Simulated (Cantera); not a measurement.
Input: 1 mol Mg(OH)2, 0.43 mol CO2, equilibrated at 0.100 bar.

Method: chemical equilibrium by Gibbs-energy minimisation in Cantera with the NASA 1993 tables (ideal gas, pure condensed phases). Candidate condensed phases: C, C6H6, C7H8, C8H18, H2O, Mg, MgCO3, MgO, Mg(OH)2; 116 gas species. Equilibrium is a limit: real reactors are often held back by kinetics, nucleation or transport.

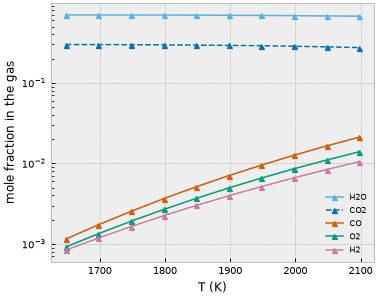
Equilibrium gas composition (values under 1e-9 drawn at 1e-9)

From 1648 K to 2098 K the condensed part is MgO(s). The main Mg-bearing gas is Mg(OH)2 throughout.
